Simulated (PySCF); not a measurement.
# Geometry relaxation of HfH4Cl4O2

- system: HfH4Cl4O2 (cis-Hf(H2O)2Cl4)
- method: PBE0-D3(BJ)/def2-SVP geometry optimisation, gas phase (PySCF 2.14.0)

It belongs to a series of runs on one base structure; here: cis, H2O.

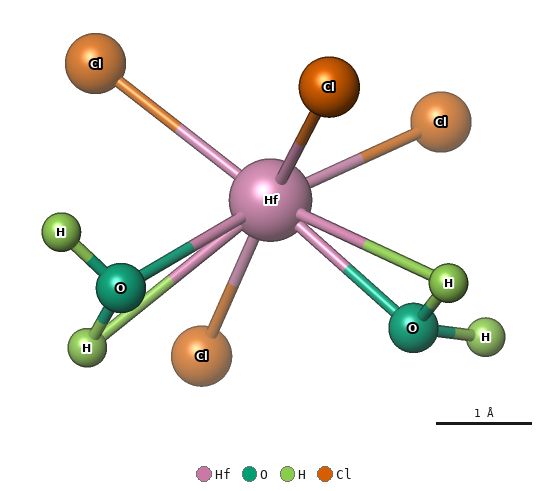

*The input geometry (ball-and-stick view, seen at a tilt). Sticks mark near contacts.*

Bond lengths as drawn: Cl–Hf 2.27 to 2.40 Å, Hf–O 2.19 to 2.24 Å, H–Hf 2.56 to 2.61 Å and H–O 0.88 to 1.00 Å.

### The input
```
{"job": {"xc": "PBE0", "basis": "def2-SVP", "d3": "d3bj", "grid": 1, "maxiter": 30, "shake": 0.03, "kind": "geom"}, "charge": 0, "multiplicity": 1}
Hf    -0.406570    -0.081300    -0.452630
O     -0.442480     0.004340     1.785390
H     -0.505850    -0.949130     1.954000
H     -1.180810     0.391930     2.070120
Cl    -0.136180    -0.147130    -2.768700
O      1.777920     0.020160    -0.436990
H      1.990190     0.961480    -0.484800
H      2.137490    -0.373410    -1.283250
Cl    -2.745280     0.103810    -0.054860
Cl    -0.058360     2.287790    -0.312890
Cl    -0.332000    -2.304040     0.015500
```

The first line tells a small driver script what to run in PySCF; the rest is the geometry in Å.

Machine: 1 CPU thread, shared host.

Run as:
```bash
OMP_NUM_THREADS=1 python <driver script> task.json out
```

### Log
```
step   0  E = -2040.56590412  max force = 0.107747
step   1  E = -2040.58384107  max force = 0.034750
step   2  E = -2040.59093450  max force = 0.010498
step   3  E = -2040.58884829  max force = 0.013368
step   4  E = -2040.59419957  max force = 0.006462
step   5  E = -2040.59459555  max force = 0.004854
step   6  E = -2040.59476429  max force = 0.003070
step   7  E = -2040.59511760  max force = 0.001726
step   8  E = -2040.59533547  max force = 0.001506
step   9  E = -2040.59580128  max force = 0.002530
step  10  E = -2040.59598759  max force = 0.002481
step  11  E = -2040.59617702  max force = 0.001427
step  12  E = -2040.59628337  max force = 0.002008
step  13  E = -2040.59638718  max force = 0.001594
step  14  E = -2040.59657724  max force = 0.002146
step  15  E = -2040.59667081  max force = 0.001622
step  16  E = -2040.59670349  max force = 0.001133
step  17  E = -2040.59672937  max force = 0.000761
step  18  E = -2040.59676218  max force = 0.000929
step  19  E = -2040.59678644  max force = 0.000519
step  20  E = -2040.59680283  max force = 0.000248
step  21  E = -2040.59681176  max force = 0.000276
optimisation converged
```

### Trajectory as extended XYZ (Å, eV, eV/Å), 19 of the 22 frames kept, from step=0 to step=21
```
11
Properties=species:S:1:pos:R:3:forces:R:3 step=0 energy=-55526.62652
Hf   -0.4066   -0.0813   -0.4526   -1.9028   2.1237  -0.9762
O    -0.4425    0.0043    1.7854    5.5406  -2.7757  -1.4018
H    -0.5059   -0.9491    1.9540   -0.1146   0.0071   0.3901
H    -1.1808    0.3919    2.0701   -5.1196   2.7115   2.0704
Cl   -0.1362   -0.1471   -2.7687   -0.0336  -0.2528  -0.8694
O     1.7779    0.0202   -0.4370    1.5768  -0.9091  -1.1000
H     1.9902    0.9615   -0.4848    0.0982   0.4484   0.0798
H     2.1375   -0.3734   -1.2833   -0.4143   0.4575   1.2245
Cl   -2.7453    0.1038   -0.0549   -0.3379   0.0829  -0.2498
Cl   -0.0584    2.2878   -0.3129    0.2414   0.5879   0.3177
Cl   -0.3320   -2.3040    0.0155    0.4657  -2.4815   0.5147
11
Properties=species:S:1:pos:R:3:forces:R:3 step=1 energy=-55527.11461
Hf   -0.4540   -0.0827   -0.5022   -1.7869   1.3780  -0.9439
O    -0.3378    0.0196    1.7556    1.6266  -1.0022  -0.4843
H    -0.3933   -0.9290    1.9561   -0.0858   0.0034   0.3517
H    -1.0959    0.4397    2.1098   -1.4786   0.8270   0.7982
Cl   -0.2658   -0.1715   -2.8429    0.1533  -0.1378  -0.3071
O     1.7533    0.0123   -0.3568    1.0705  -0.4239  -0.7639
H     1.9724    0.9580   -0.3856    0.0000   0.2008   0.1258
H     2.1587   -0.3725   -1.1664   -0.1482   0.1505   0.6377
Cl   -2.8113    0.1056   -0.1886    0.1044   0.0362   0.0075
Cl   -0.0759    2.2912   -0.3043    0.1665   0.3556   0.1885
Cl   -0.3523   -2.3561   -0.0438    0.3782  -1.3877   0.3898
11
Properties=species:S:1:pos:R:3:forces:R:3 step=2 energy=-55527.30763
Hf   -0.4909   -0.0346   -0.5197   -0.3644   0.4961  -0.1815
O    -0.4376   -0.0263    1.8151   -0.1795   0.0849   0.0879
H    -0.4927   -0.9693    2.0499    0.0241   0.1002   0.0496
H    -1.2254    0.4047    2.1969    0.3443  -0.1285  -0.1409
Cl   -0.2209   -0.1236   -2.8686   -0.0765  -0.1638   0.0226
O     1.8218   -0.0137   -0.4587   -0.0689   0.5399   0.2338
H     2.0707    0.9302   -0.4721    0.0007  -0.2120  -0.0034
H     2.2168   -0.4142   -1.2425    0.1021  -0.1196  -0.1046
Cl   -2.8177    0.1556   -0.1495   -0.1003  -0.0757  -0.1493
Cl   -0.1294    2.3778   -0.3399    0.2319  -0.5072   0.2169
Cl   -0.1967   -2.3721    0.0199    0.0866  -0.0144  -0.0311
11
Properties=species:S:1:pos:R:3:forces:R:3 step=4 energy=-55527.39648
Hf   -0.5737   -0.0337   -0.5780    0.2398  -0.1578   0.0136
O    -0.3718    0.0045    1.7691   -0.2490  -0.1633  -0.0903
H    -0.4134   -0.9200    2.0651    0.0652   0.0162  -0.0157
H    -1.1099    0.4605    2.2031    0.1485   0.0362  -0.0169
Cl   -0.3423   -0.1906   -2.9222    0.0331   0.0145   0.0994
O     1.7755    0.0141   -0.3891   -0.1531  -0.0217  -0.0902
H     2.0186    0.9548   -0.3754   -0.0082  -0.0258  -0.0122
H     2.2465   -0.3938   -1.1289    0.0537  -0.0595   0.0537
Cl   -2.9084    0.0989   -0.2833    0.0093   0.0393   0.0326
Cl   -0.0179    2.3068   -0.2512   -0.1253  -0.0105   0.0101
Cl   -0.2052   -2.3870   -0.0783   -0.0140   0.3323   0.0160
11
Properties=species:S:1:pos:R:3:forces:R:3 step=5 energy=-55527.40725
Hf   -0.5694   -0.0178   -0.5755    0.0348   0.0396  -0.0152
O    -0.3730   -0.0310    1.7577   -0.2496   0.1343   0.0149
H    -0.4101   -0.9617    2.0325    0.0390   0.0022  -0.0204
H    -1.0991    0.4268    2.2104    0.1689  -0.0128  -0.0089
Cl   -0.3214   -0.1687   -2.9136    0.0269  -0.0584  -0.0064
O     1.7609    0.0112   -0.3810   -0.0709   0.0861  -0.0583
H     2.0140    0.9491   -0.3813    0.0188  -0.0112  -0.0166
H     2.2380   -0.4155   -1.1058    0.0463  -0.0624   0.0406
Cl   -2.9059    0.1301   -0.2842    0.0072   0.0085   0.0252
Cl   -0.0480    2.3295   -0.3031   -0.0340  -0.0141   0.1098
Cl   -0.1879   -2.3374   -0.0253    0.0128  -0.1119  -0.0647
11
Properties=species:S:1:pos:R:3:forces:R:3 step=6 energy=-55527.41184
Hf   -0.5618   -0.0250   -0.5871   -0.1326   0.0131   0.1115
O    -0.3802   -0.0082    1.7375   -0.0820  -0.0990   0.0056
H    -0.4074   -0.9339    2.0280   -0.0152   0.0108   0.0436
H    -1.0879    0.4662    2.1982    0.0976   0.0064  -0.0017
Cl   -0.2879   -0.2011   -2.9171    0.0260   0.0325  -0.1046
O     1.7588    0.0075   -0.3950   -0.0486   0.1579  -0.0503
H     2.0158    0.9438   -0.4000    0.0418  -0.0042   0.0141
H     2.2509   -0.4316   -1.1020    0.0284  -0.0611   0.0311
Cl   -2.8973    0.1328   -0.2946   -0.0350  -0.0370  -0.0217
Cl   -0.1105    2.3078   -0.1802    0.0989   0.1089  -0.0665
Cl   -0.1942   -2.3440   -0.0568    0.0204  -0.1283   0.0390
11
Properties=species:S:1:pos:R:3:forces:R:3 step=7 energy=-55527.42146
Hf   -0.5715   -0.0228   -0.5865   -0.0144   0.0087   0.0485
O    -0.3803   -0.0157    1.7424   -0.0731  -0.0681  -0.0578
H    -0.4119   -0.9406    2.0350    0.0029   0.0082   0.0144
H    -1.0772    0.4635    2.2121    0.0543   0.0406   0.0295
Cl   -0.2963   -0.1922   -2.9221    0.0097   0.0124   0.0018
O     1.7542    0.0139   -0.3887   -0.0462   0.0888  -0.0740
H     2.0161    0.9488   -0.3971    0.0262  -0.0042  -0.0022
H     2.2526   -0.4351   -1.0859    0.0079  -0.0381   0.0596
Cl   -2.9101    0.1228   -0.3016    0.0185  -0.0130  -0.0065
Cl   -0.0862    2.3201   -0.2233    0.0092  -0.0150  -0.0121
Cl   -0.1915   -2.3481   -0.0535    0.0049  -0.0204  -0.0012
11
Properties=species:S:1:pos:R:3:forces:R:3 step=8 energy=-55527.42738
Hf   -0.5801   -0.0214   -0.5899    0.0495  -0.0090   0.0296
O    -0.3819   -0.0220    1.7360   -0.0590  -0.0487  -0.0582
H    -0.4163   -0.9444    2.0355    0.0036   0.0033   0.0042
H    -1.0523    0.4731    2.2259    0.0329   0.0513   0.0342
Cl   -0.2931   -0.1891   -2.9255   -0.0048   0.0059   0.0214
O     1.7448    0.0229   -0.3854   -0.0339   0.0775  -0.0578
H     2.0167    0.9546   -0.4047    0.0160  -0.0118  -0.0095
H     2.2583   -0.4487   -1.0557    0.0028  -0.0348   0.0498
Cl   -2.9191    0.1135   -0.3153    0.0088  -0.0072  -0.0015
Cl   -0.0918    2.3239   -0.2360   -0.0157  -0.0378   0.0051
Cl   -0.1871   -2.3479   -0.0540   -0.0001   0.0113  -0.0174
11
Properties=species:S:1:pos:R:3:forces:R:3 step=9 energy=-55527.44006
Hf   -0.6023   -0.0218   -0.6002    0.1301  -0.0316  -0.0209
O    -0.3931   -0.0359    1.7124   -0.0135  -0.0477  -0.0121
H    -0.4386   -0.9482    2.0376    0.0069  -0.0076  -0.0101
H    -0.9604    0.5143    2.2661   -0.0205   0.0911   0.0244
Cl   -0.2794   -0.1858   -2.9334   -0.0508   0.0012   0.0331
O     1.7156    0.0551   -0.3848    0.0295   0.0436  -0.0120
H     2.0206    0.9731   -0.4495   -0.0074  -0.0043  -0.0137
H     2.2773   -0.4925   -0.9491   -0.0223  -0.0408   0.0172
Cl   -2.9451    0.0742   -0.3523    0.0012  -0.0065  -0.0068
Cl   -0.1315    2.3286   -0.2530   -0.0489  -0.0602   0.0260
Cl   -0.1651   -2.3466   -0.0629   -0.0044   0.0629  -0.0251
11
Properties=species:S:1:pos:R:3:forces:R:3 step=10 energy=-55527.44513
Hf   -0.6108   -0.0261   -0.6059    0.1276  -0.0417  -0.0330
O    -0.4000   -0.0357    1.7014   -0.0008  -0.0601   0.0267
H    -0.4525   -0.9406    2.0449    0.0042   0.0038  -0.0087
H    -0.9066    0.5472    2.2798   -0.0240   0.0841  -0.0044
Cl   -0.2857   -0.1908   -2.9385   -0.0578   0.0078   0.0210
O     1.7039    0.0729   -0.3898    0.0448   0.0354   0.0110
H     2.0260    0.9816   -0.4853   -0.0099  -0.0033  -0.0152
H     2.2861   -0.5157   -0.8876   -0.0310  -0.0401   0.0013
Cl   -2.9550    0.0411   -0.3675   -0.0133  -0.0131  -0.0113
Cl   -0.1649    2.3244   -0.2535   -0.0399  -0.0268   0.0186
Cl   -0.1425   -2.3437   -0.0670    0.0002   0.0540  -0.0061
11
Properties=species:S:1:pos:R:3:forces:R:3 step=12 energy=-55527.45318
Hf   -0.6154   -0.0657   -0.6108   -0.0365  -0.0001  -0.0310
O    -0.4391    0.0051    1.6891    0.0366  -0.0377   0.0876
H    -0.5176   -0.8592    2.1172   -0.0048   0.0382   0.0403
H    -0.7684    0.6991    2.2758   -0.0225  -0.0292  -0.1033
Cl   -0.3551   -0.2477   -2.9461   -0.0168   0.0152  -0.0398
O     1.6881    0.1331   -0.4407    0.0142   0.0407   0.0508
H     2.0587    0.9959   -0.6704    0.0155   0.0052  -0.0128
H     2.3014   -0.5653   -0.7015   -0.0280  -0.0325  -0.0391
Cl   -2.9615   -0.1531   -0.3741    0.0012  -0.0479  -0.0199
Cl   -0.2978    2.2966   -0.2828    0.0221   0.0742  -0.0077
Cl    0.0049   -2.3243   -0.0250    0.0189  -0.0261   0.0748
11
Properties=species:S:1:pos:R:3:forces:R:3 step=13 energy=-55527.45600
Hf   -0.6062   -0.0883   -0.6068   -0.0817   0.0223   0.0027
O    -0.4569    0.0354    1.6954    0.0779  -0.0134   0.0338
H    -0.5398   -0.8068    2.1638   -0.0215   0.0626   0.0579
H    -0.7676    0.7668    2.2462   -0.0263  -0.0813  -0.0820
Cl   -0.3876   -0.2871   -2.9442    0.0182   0.0139  -0.0469
O     1.6941    0.1524   -0.4665   -0.0318   0.0289   0.0658
H     2.0739    0.9971   -0.7428    0.0312  -0.0183  -0.0145
H     2.3002   -0.5705   -0.6724   -0.0076  -0.0019  -0.0451
Cl   -2.9470   -0.2541   -0.3635    0.0023  -0.0403  -0.0135
Cl   -0.3416    2.2828   -0.2996    0.0297   0.0786  -0.0189
Cl    0.0765   -2.3133    0.0213    0.0097  -0.0510   0.0606
11
Properties=species:S:1:pos:R:3:forces:R:3 step=14 energy=-55527.46117
Hf   -0.5914   -0.0977   -0.5986   -0.0729   0.0374   0.0467
O    -0.4586    0.0563    1.7098    0.1104  -0.0082  -0.0806
H    -0.5386   -0.7749    2.1976   -0.0551   0.0707   0.0576
H    -0.8374    0.7911    2.2096   -0.0210  -0.0773   0.0057
Cl   -0.3884   -0.3021   -2.9380    0.0381   0.0054  -0.0253
O     1.7100    0.1482   -0.4692   -0.0805   0.0022   0.0549
H     2.0831    0.9962   -0.7461    0.0340  -0.0444  -0.0268
H     2.2892   -0.5786   -0.7327    0.0294   0.0376  -0.0251
Cl   -2.9288   -0.2911   -0.3530   -0.0128  -0.0167  -0.0054
Cl   -0.3348    2.2818   -0.3050    0.0114   0.0082  -0.0189
Cl    0.0938   -2.3147    0.0565    0.0189  -0.0150   0.0172
11
Properties=species:S:1:pos:R:3:forces:R:3 step=15 energy=-55527.46372
Hf   -0.5912   -0.1038   -0.5960   -0.0416   0.0023   0.0191
O    -0.4577    0.0717    1.7110    0.0834   0.0043  -0.0636
H    -0.5409   -0.7451    2.2205   -0.0391   0.0028   0.0260
H    -0.8567    0.8081    2.1905   -0.0265   0.0029   0.0219
Cl   -0.3794   -0.3147   -2.9363    0.0361   0.0003   0.0095
O     1.7084    0.1469   -0.4655   -0.0348   0.0022   0.0351
H     2.0860    0.9887   -0.7532    0.0164  -0.0016  -0.0274
H     2.2815   -0.5817   -0.7372    0.0216   0.0046  -0.0088
Cl   -2.9278   -0.3259   -0.3613    0.0056   0.0034   0.0122
Cl   -0.3401    2.2800   -0.3219   -0.0094  -0.0179  -0.0083
Cl    0.1158   -2.3098    0.0802   -0.0116  -0.0034  -0.0156
11
Properties=species:S:1:pos:R:3:forces:R:3 step=16 energy=-55527.46461
Hf   -0.5886   -0.1053   -0.5908   -0.0249  -0.0151  -0.0099
O    -0.4587    0.0771    1.7144    0.0583   0.0057  -0.0110
H    -0.5502   -0.7360    2.2287   -0.0245  -0.0136  -0.0055
H    -0.8773    0.8092    2.1842   -0.0141   0.0240   0.0057
Cl   -0.3530   -0.3166   -2.9297    0.0090  -0.0083   0.0124
O     1.7114    0.1426   -0.4647    0.0203   0.0028   0.0280
H     2.0866    0.9846   -0.7562   -0.0107  -0.0005  -0.0170
H     2.2809   -0.5821   -0.7549    0.0012  -0.0020   0.0051
Cl   -2.9261   -0.3237   -0.3589    0.0045   0.0063   0.0040
Cl   -0.3345    2.2797   -0.3290   -0.0151  -0.0218   0.0065
Cl    0.1076   -2.3149    0.0878   -0.0042   0.0226  -0.0182
11
Properties=species:S:1:pos:R:3:forces:R:3 step=18 energy=-55527.46621
Hf   -0.5915   -0.1191   -0.5907   -0.0016  -0.0074  -0.0322
O    -0.4476    0.0987    1.7076    0.0103  -0.0194   0.0478
H    -0.5660   -0.7006    2.2389   -0.0080  -0.0001  -0.0200
H    -0.8603    0.8482    2.1561    0.0020   0.0159  -0.0133
Cl   -0.3316   -0.3489   -2.9245   -0.0042  -0.0013  -0.0036
O     1.7087    0.1451   -0.4537    0.0316   0.0062   0.0101
H     2.0814    0.9767   -0.7770   -0.0150   0.0010  -0.0047
H     2.2825   -0.5859   -0.7196   -0.0144  -0.0069   0.0046
Cl   -2.9273   -0.3504   -0.3619   -0.0031   0.0041   0.0098
Cl   -0.3616    2.2683   -0.3468   -0.0016   0.0214   0.0006
Cl    0.1114   -2.3174    0.1025    0.0039  -0.0135   0.0009
11
Properties=species:S:1:pos:R:3:forces:R:3 step=19 energy=-55527.46687
Hf   -0.5915   -0.1239   -0.5908    0.0039   0.0069  -0.0227
O    -0.4406    0.1056    1.7068    0.0045  -0.0153   0.0267
H    -0.5743   -0.6895    2.2407   -0.0093   0.0050  -0.0065
H    -0.8511    0.8629    2.1444    0.0038   0.0012  -0.0075
Cl   -0.3298   -0.3608   -2.9235   -0.0043   0.0025  -0.0045
O     1.7090    0.1451   -0.4492    0.0064   0.0039   0.0066
H     2.0783    0.9728   -0.7859   -0.0043  -0.0002  -0.0035
H     2.2816   -0.5892   -0.7080   -0.0074  -0.0051   0.0002
Cl   -2.9266   -0.3543   -0.3550   -0.0028   0.0000   0.0072
Cl   -0.3682    2.2660   -0.3546    0.0035   0.0142  -0.0010
Cl    0.1113   -2.3203    0.1060    0.0061  -0.0133   0.0050
11
Properties=species:S:1:pos:R:3:forces:R:3 step=20 energy=-55527.46731
Hf   -0.5904   -0.1265   -0.5901    0.0055   0.0128  -0.0094
O    -0.4375    0.1097    1.7082    0.0079  -0.0032   0.0011
H    -0.5863   -0.6811    2.2442   -0.0110   0.0057   0.0053
H    -0.8435    0.8748    2.1367    0.0031  -0.0103  -0.0020
Cl   -0.3320   -0.3665   -2.9228   -0.0043   0.0033  -0.0030
O     1.7095    0.1450   -0.4490   -0.0104   0.0040   0.0058
H     2.0775    0.9679   -0.7983    0.0045  -0.0022  -0.0027
H     2.2796   -0.5939   -0.7003   -0.0004  -0.0032  -0.0028
Cl   -2.9244   -0.3588   -0.3447   -0.0017  -0.0020   0.0014
Cl   -0.3705    2.2654   -0.3611    0.0051   0.0010   0.0020
Cl    0.1161   -2.3215    0.1083    0.0017  -0.0059   0.0043
11
Properties=species:S:1:pos:R:3:forces:R:3 step=21 energy=-55527.46756
Hf   -0.5896   -0.1262   -0.5902    0.0048   0.0074   0.0040
O    -0.4347    0.1102    1.7094    0.0089  -0.0011  -0.0112
H    -0.5953   -0.6778    2.2459   -0.0094   0.0029   0.0078
H    -0.8372    0.8796    2.1334    0.0002  -0.0067   0.0018
Cl   -0.3362   -0.3654   -2.9235   -0.0020   0.0038  -0.0003
O     1.7099    0.1433   -0.4491   -0.0142   0.0026   0.0007
H     2.0784    0.9633   -0.8046    0.0079  -0.0038  -0.0009
H     2.2768   -0.5988   -0.6981    0.0025  -0.0013  -0.0024
Cl   -2.9233   -0.3572   -0.3381    0.0001  -0.0023  -0.0020
Cl   -0.3672    2.2660   -0.3614    0.0030  -0.0065   0.0026
Cl    0.1166   -2.3224    0.1072   -0.0018   0.0050   0.0000
```

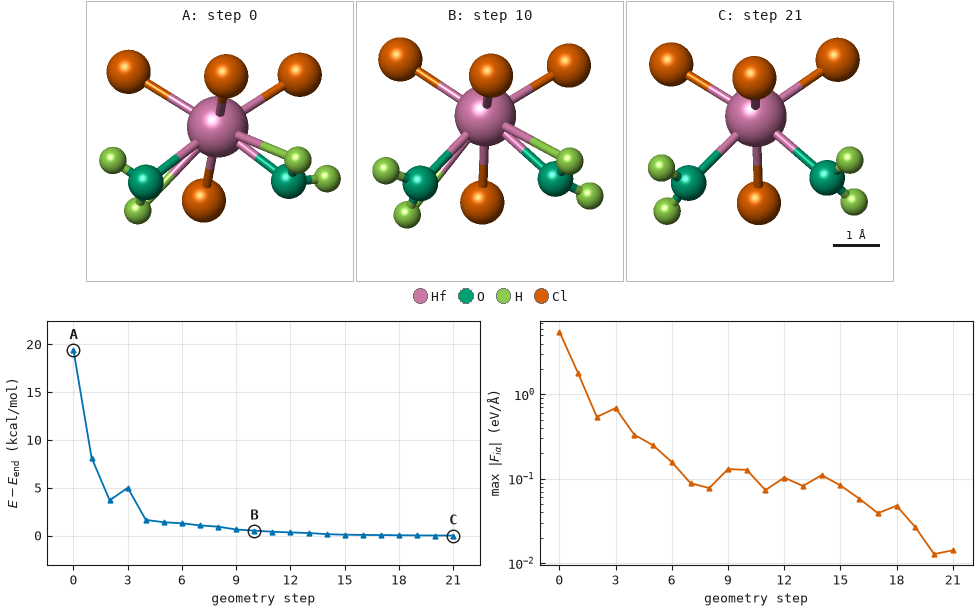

*Frames of the relaxation (ball-and-stick view, seen at a tilt) above the curves, on which the letters mark them (steps are counted from 0).*

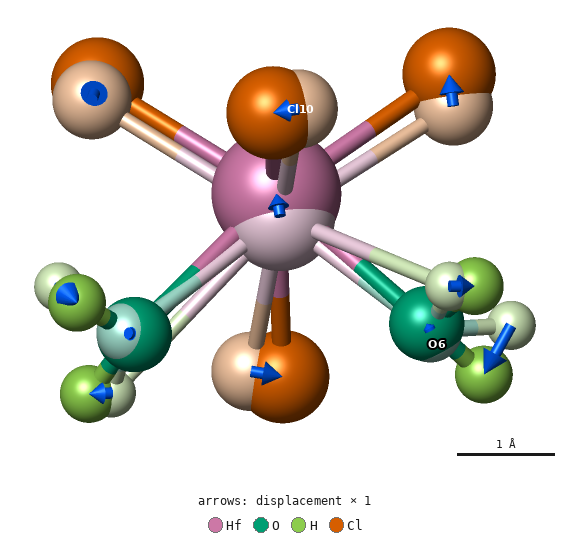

*Start (faint) and end (solid) with the displacements as blue arrows, at true length (ball-and-stick view, seen at a tilt). The two geometries are laid on each other by the best rigid fit.*

The largest move after the best rigid fit is that of H8, 0.59 Å. By element the largest moves are H 0.59 Å, Cl 0.40 Å, Hf 0.25 Å, O 0.10 Å. Distances before and after: Hf1–H3 2.560 → 2.889 Å, Hf1–H7 2.614 → 2.890 Å, Hf1–Cl11 2.273 → 2.410 Å, Hf1–O6 2.187 → 2.320 Å. Among the angles that change: Hf1–O2–H3 97.9° → 117.2°, Cl10–Hf1–Cl11 161.7° → 148.1°, O6–Hf1–Cl11 90.6° → 78.3°. Over 21 geometry steps the energy falls by 19.4 kcal/mol. The largest force component goes from 5.5 to 0.014 eV/Å. (Atoms are counted from 1 in the order of the input.)

### Summary

| quantity | value |
| --- | --- |
| outcome | converged |
| total energy | −2040.596812 hartree |
| dipole moment | 6.26 D |
| point group | C2 |
| wall time | 6.4 min |
| peak memory | 0.59 GiB |
